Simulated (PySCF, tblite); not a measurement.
**C₂H₁₀NPSi₂: geometry, infrared bands and NMR shifts**

Aim: predict the infrared bands and NMR shifts of C₂H₁₀NPSi₂ (`[SiH3]C/C=N/[SiH2]P`).

The runs use tblite 0.8.0 and PySCF 2.14.0, with density-fitted response routines of our own; the level of theory stands in each step. All values are computed, except where a source is named. Atoms count from 0, in the outputs and in this text.

## Step 1: The molecule as given

16 atoms, charge 0, multiplicity 1; geometry from: force field or distance geometry start.

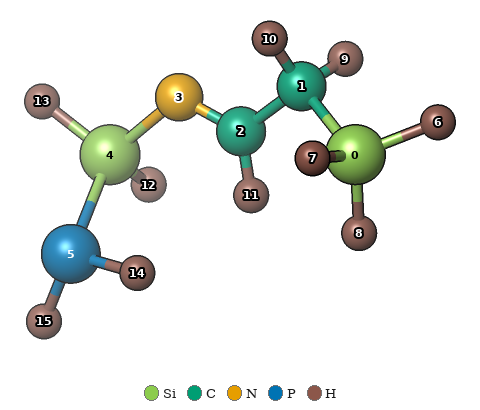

The starting geometry (silicon green, carbon teal, nitrogen amber, phosphorus blue, hydrogen brown), atoms numbered.

## Step 2: Optimising the geometry with GFN2-xTB

What the job is given:

```
{"job": {"kind": "relax", "xc": "GFN2-xTB", "basis": "xTB"}, "charge": 0, "multiplicity": 1}
Si    -2.639200     0.830900     0.411600
C     -1.662200    -0.739200     0.623000
C     -0.232000    -0.559700     0.195000
N      0.702600    -1.259900     0.682900
Si     2.378000    -0.989800     0.122400
P      2.794300     1.132500     0.560200
H     -4.021600     0.429700     0.071500
H     -2.590100     1.634300     1.650600
H     -2.041200     1.525200    -0.733200
H     -2.098500    -1.528300    -0.009700
H     -1.696800    -1.030400     1.715100
H      0.007200     0.191100    -0.565900
H      2.497100    -1.276600    -1.292200
H      3.240500    -1.860400     0.929000
H      1.534600     1.870900     0.460300
H      3.819600     1.638800    -0.297100
```

The run is started by

```sh
$ OMP_NUM_THREADS=1 python probes_run.py task.json out
```

This one command runs all jobs of the session in turn.

**Question.** This job is followed by: GFN2-xTB harmonic vibrations, gas phase; GIAO PBE0/pcSseg-1 NMR shielding, non-relativistic, gas phase. What will the session give for the following? strongest single infrared mode (GFN2-xTB); zero-point energy (GFN2-xTB); 13C shifts against TMS (PBE0/pcSseg-1); 1H shifts against TMS (PBE0/pcSseg-1, means over atoms taken as alike); 29Si shifts against TMS (PBE0/pcSseg-1); 15N shifts against NH3 (PBE0/pcSseg-1); 31P shifts against H3PO4 (PBE0/pcSseg-1).

**Answer**, as computed:

```
                                                              quantity                             value
                             strongest single infrared mode (GFN2-xTB)             1726 cm⁻¹, 460 km/mol
                                          zero-point energy (GFN2-xTB)                     66.0 kcal/mol
                                13C shifts against TMS (PBE0/pcSseg-1)                   180.6, 31.9 ppm
1H shifts against TMS (PBE0/pcSseg-1, means over atoms taken as alike)  8.79, 5.58, 3.94, 2.28, 0.90 ppm
                               29Si shifts against TMS (PBE0/pcSseg-1)                  -44.7, -71.0 ppm
                                15N shifts against NH3 (PBE0/pcSseg-1)                         366.7 ppm
                              31P shifts against H3PO4 (PBE0/pcSseg-1)                        -290.3 ppm
```

Relaxing lowered the energy by 1.092 eV in 135 steps; the close pair that moved most is N3–Si4, from 1.787 to 1.702 Å. All 42 modes are real, so the xTB geometry is a minimum. The strongest single mode, at 1726 cm⁻¹, moves mainly C2 and N3. Unscaled tight-binding wavenumbers are off by several per cent, some by more. Its intensities can rank the bands wrongly. At PBE0/pcSseg-1: The widest tensor belongs to N3: span 683 ppm, with a paramagnetic part of -430 ppm.
